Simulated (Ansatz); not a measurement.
Input file:

```
crystal:
  periodic: [false, false, false]
  atoms:
    - {symbol: B, position_ang: [-0.989238, -0.208039, 0.555595]}
    - {symbol: F, position_ang: [1.765737, -1.140612, -1.410022]}
    - {symbol: H, position_ang: [-1.791123, -0.810350, -0.083464]}
    - {symbol: H, position_ang: [-0.652048, -0.510577, 1.653009]}
    - {symbol: H, position_ang: [1.248334, -0.398768, -1.194263]}
    - {symbol: Se, position_ang: [-0.247875, 1.333721, -0.300147]}
    - {symbol: H, position_ang: [0.666213, 1.734726, 0.779292]}
basis:
  gaussian: {orbitals: def2-TZVPP}
hamiltonian: {xc: pbe0, dispersion: d4}
output: {orbitals: {seedname: orbitals}}
```

Launched as:

```sh
ansatz run in.yaml --threads 2 --pin off --events-out ev --progress --plain --max-ram 4352MiB
```

The product side of a reaction path; geometry: PBE0-D4/def2-TZVP.

Level of theory: Ansatz, RKS PBE0-D4/def2-TZVPP.

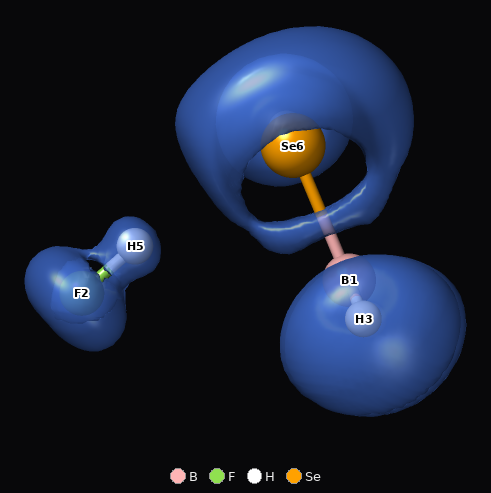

BH$_{3}$Se···HF. Isosurface of the ELF at 0.8 (blue), seen at a tilt. Core shells and regions of very low density are left out.

Q: What do the ELF domains correspond to?

A: The ELF exceeds this value in three regions around hydrogen nuclei, one region on Se in which the atom's valence shell and bonds are merged and one joined region spread over several atoms (F, H), in which their bonds and any lone pairs are merged. Along the contacts the grid gives the following. Se6···H5 (2.46 Å): the ELF dips to about 0.15 between them. B–Se (1.91 Å): the ELF peaks at about 0.90 between the atoms; localised, covalent bonding.
